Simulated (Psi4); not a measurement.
# BSiH4F (SMILES FB[SiH3]) at wB97X-D4/DZP (Cartesian functions)

Aim: the electrostatic solvation energy at fixed shape (ddPCM, toluene) of BSiH4F at wB97X-D4/DZP (Cartesian functions), from 2 runs. 

Program for the calculation: Psi4 1.11.

2 further runs of the same task are left out: 2 set aside as unsound or not needed.

### Step 1. The structure to begin with

The species is BSiH4F (7 atoms), meant as a singlet with charge 0. As SMILES, `FB[SiH3]`. The shape is that of a PBE0-D4/def2-TZVP optimisation.

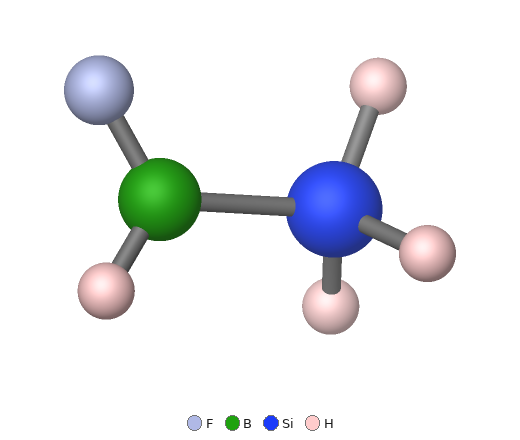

The structure, seen from a chosen angle (fluorine light blue, boron green, silicon blue, hydrogen pink).

### Step 2. The energy at wB97X-D4/DZP (Cartesian functions)

bfh4si.xyz reads:

```xyz
7
BFH4Si
F     -1.379400    -1.601500     0.571800
B     -0.186700    -1.168700     0.204000
Si     0.146300     0.805600    -0.161100
H      0.673400    -2.004900     0.107300
H      0.733100     0.954500    -1.522300
H      1.152900     1.303800     0.818800
H     -1.078400     1.642900    -0.064200
```

run.py reads:

```python
import psi4

psi4.set_memory(1600000000)
psi4.set_num_threads(1)
psi4.set_output_file('bfh4si.out', False)

with open('bfh4si.xyz') as f:
    atoms = ''.join(f.readlines()[2:])
mol = psi4.geometry('0 1\n' + atoms + 'symmetry c1\nno_reorient\nno_com')

psi4.set_options({
    'basis': 'DZP',
    'reference': 'rks',
    'scf_type': 'pk',
})

e = psi4.energy('wb97x-d4', molecule=mol)
print(f'wb97x-d4 energy: {e:.10f} Eh')
for k, v in sorted(psi4.core.scalar_variables().items()):
    print(f'{k:45s} {v:18.10f}')
```

Command:

```
$ python run.py
```

bfh4si.out:

```text
[...]
  Running in c1 symmetry.
[...]
  Nuclear repulsion =   88.522540681025205
[...]
  Multiplicity = 1
[...]
  Nalpha       = 16
  Nbeta        = 16
[...]
    Number of basis functions: 76
[...]
   @RKS iter   1:  -416.55557858471064   -8.66125e-01   4.32099e-03 ADIIS/DIIS
[...]
   @RKS iter   7:  -416.60015933574118   -1.83092e-07   6.63656e-07 DIIS
[...]
    Orbital Energies [Eh]
    ---------------------
    Doubly Occupied:
       1A    -66.129034     2A    -24.771421     3A     -6.920757
       4A     -5.374495     5A     -3.729682     6A     -3.729459
       7A     -3.728712     8A     -1.347287     9A     -0.699097
      10A     -0.656061    11A     -0.594360    12A     -0.578756
      13A     -0.529569    14A     -0.453135    15A     -0.450620
      16A     -0.386458
[...]
  @RKS Final Energy:  -416.60015933574118
   => Energetics <=
    Nuclear Repulsion Energy =             88.5225406810252053
    One-Electron Energy =                -751.8808189802557536
    Two-Electron Energy =                 273.7573442437166591
    DFT Exchange-Correlation Energy =     -26.9908181720698686
    Empirical Dispersion Energy =          -0.0084071081574962
    VV10 Nonlocal Energy =                  0.0000000000000000
    Total Energy =                       -416.6001593357411821
[...]
 Multipole Moments:
 ------------------------------------------------------------------------------------
     Multipole            Electronic (a.u.)      Nuclear  (a.u.)        Total (a.u.)
 ------------------------------------------------------------------------------------
 L = 1.  Multiply by 2.5417464519 to convert [e a0] to [Debye]
 Dipole X            :         18.7939595          -18.5550319            0.2389276
 Dipole Y            :         13.3740320          -13.3836073           -0.0095753
 Dipole Z            :         -6.2050460            6.1423658           -0.0626802
 Magnitude           :                                                    0.2471981
[...]
```

The script printed:

```text
wb97x-d4 energy: -416.6001593357 Eh
CURRENT ENERGY                                   -416.6001593357
CURRENT REFERENCE ENERGY                         -416.6001593357
DD SOLVATION ENERGY                                 0.0000000000
DFT FUNCTIONAL TOTAL ENERGY                      -416.5917522276
DFT TOTAL ENERGY                                 -416.6001593357
DFT VV10 ENERGY                                     0.0000000000
DFT XC ENERGY                                     -26.9908181721
DISPERSION CORRECTION ENERGY                       -0.0084071082
GRID ELECTRONS ALPHA                               15.9999973439
GRID ELECTRONS BETA                                15.9999973439
GRID ELECTRONS TOTAL                               31.9999946879
NUCLEAR REPULSION ENERGY                           88.5225406810
ONE-ELECTRON ENERGY                              -751.8808189803
PCM POLARIZATION ENERGY                             0.0000000000
PE ENERGY                                           0.0000000000
SCF ITERATION ENERGY                             -416.6001593357
SCF ITERATIONS                                      7.0000000000
SCF TOTAL ENERGY                                 -416.6001593357
TWO-ELECTRON ENERGY                               273.7573442437
WB97X-D4(BJ,EEQ)ATM DISPERSION CORRECTION ENERGY      -0.0084071082
XC GRID RADIAL POINTS                              75.0000000000
XC GRID SPHERICAL POINTS                          302.0000000000
XC GRID TOTAL POINTS                           152287.0000000000
```

Wall time 5.4 s (1 thread of Intel Xeon 6975P-C (Granite Rapids), shared host); peak memory 0.57 GiB.

### Step 3. The energy at wB97X-D4/DZP (Cartesian functions, ddPCM toluene)

input.json reads:

```json
{
 "schema_name": "qcschema_input",
 "schema_version": 1,
 "molecule": {
  "schema_name": "qcschema_molecule",
  "schema_version": 2,
  "symbols": ["F", "B", "Si", "H", "H", "H", "H"],
  "geometry": [-2.60668822, -3.02639639, 1.0805454, -0.35281187, -2.20852292, 0.38550413, 0.27646693, 1.52236337, -0.30443488, 1.27254157, -3.78871191, 0.20276761, 1.38535822, 1.80374359, -2.87673008, 2.17866525, 2.46382492, 1.54730775, -2.03788065, 3.10463105, -0.12132042],
  "molecular_charge": 0,
  "molecular_multiplicity": 1,
  "fix_symmetry": "c1",
  "fix_com": true,
  "fix_orientation": true
 },
 "driver": "energy",
 "model": {
  "method": "wb97x-d4",
  "basis": "DZP"
 },
 "keywords": {
  "scf_type": "pk",
  "ddx": true,
  "ddx_model": "pcm",
  "ddx_solvent": "toluene",
  "ddx_radii_set": "uff"
 }
}
```

Command:

```
$ psi4 --qcschema input.json -n 1 --memory 1600MB
```

stdout:

```text
[...]
  Running in c1 symmetry.
[...]
  Nuclear repulsion =   88.522540667426682
[...]
  Multiplicity = 1
[...]
  Nalpha       = 16
  Nbeta        = 16
[...]
    Number of basis functions: 76
[...]
   @RKS iter   1:  -416.55660421448920   -8.67131e-01   4.30839e-03 DIIS/ADIIS
[...]
   @RKS iter   7:  -416.60092448672287   -1.84803e-07   7.88971e-07 DIIS
[...]
    Orbital Energies [Eh]
    ---------------------
    Doubly Occupied:
       1A    -66.127590     2A    -24.771448     3A     -6.919360
       4A     -5.372940     5A     -3.728130     6A     -3.727928
       7A     -3.727149     8A     -1.347482     9A     -0.698187
      10A     -0.655404    11A     -0.594174    12A     -0.578902
      13A     -0.527990    14A     -0.451371    15A     -0.449241
      16A     -0.384888
[...]
  @RKS Final Energy:  -416.60092448672287
   => Energetics <=
    Nuclear Repulsion Energy =             88.5225406674266821
    One-Electron Energy =                -751.8706443092332847
    Two-Electron Energy =                 273.7479527524739069
    DFT Exchange-Correlation Energy =     -26.9915750005610384
    Empirical Dispersion Energy =          -0.0084071081562807
    VV10 Nonlocal Energy =                  0.0000000000000000
    DD Solvation Energy =                 -0.0007914886728525
    Total Energy =                       -416.6009244867228745
[...]
 Multipole Moments:
 ------------------------------------------------------------------------------------
     Multipole            Electronic (a.u.)      Nuclear  (a.u.)        Total (a.u.)
 ------------------------------------------------------------------------------------
 L = 1.  Multiply by 2.5417464519 to convert [e a0] to [Debye]
 Dipole X            :         18.8105975          -18.5550319            0.2555656
 Dipole Y            :         13.3672987          -13.3836073           -0.0163086
 Dipole Z            :         -6.2090782            6.1423658           -0.0667124
 Magnitude           :                                                    0.2646324
[...]
```

The result, in JSON:

```text
{
 "driver": "energy",
 "model": {
  "method": "wb97x-d4",
  "basis": "DZP"
 },
 "success": true,
 "return_result": -416.6009244867229,
 "properties": {
  "calcinfo_nbasis": 76,
  "calcinfo_nmo": 76,
  "calcinfo_nalpha": 16,
  "calcinfo_nbeta": 16,
  "calcinfo_natom": 7,
  "nuclear_repulsion_energy": 88.52254066742668,
  "return_energy": -416.6009244867229,
  "scf_one_electron_energy": -751.8706443092333,
  "scf_two_electron_energy": 273.7479527524739,
  "scf_xc_energy": -26.99157500056104,
  "scf_dispersion_correction_energy": -0.008407108156280716,
  "scf_dipole_moment": [0.2555655954421354, -0.01630858841994076, -0.06671243791064185],
  "scf_total_energy": -416.6009244867229,
  "scf_iterations": 7
 }
}
```

Run time: 7.2 s. Hardware: 1 thread of Intel Xeon 6975P-C (Granite Rapids), shared host; peak memory 0.59 GiB.

### Step 4. What came out

Level: wB97X-D4/DZP (Cartesian functions).

| quantity | value |
| --- | --- |
| gas phase: total energy | -416.60016 Eh |
| gas phase: dipole moment | 0.63 D |
| gas phase: HOMO energy | -10.52 eV |
| gas phase: LUMO energy | 0.69 eV |
| gas phase: HOMO–LUMO gap | 11.21 eV |
| gas phase: dispersion energy | -22.07 kJ/mol |
| ddPCM, toluene: total energy | -416.60092 Eh |
| ddPCM, toluene: dipole moment | 0.67 D |
| ddPCM, toluene: HOMO energy | -10.47 eV |
| ddPCM, toluene: LUMO energy | 0.78 eV |
| ddPCM, toluene: HOMO–LUMO gap | 11.26 eV |
| ddPCM, toluene: dispersion energy | -22.07 kJ/mol |
| ddPCM, toluene: solvent term in the energy | -2.1 kJ/mol |
| energy change from gas to solvent at fixed shape | -0.021 eV |

In words: The solvent model (ddPCM, toluene) lowers the energy by 0.02 eV (−0.5 kcal/mol) at the same shape. It holds the electrostatic part alone, without cavity or dispersion terms.
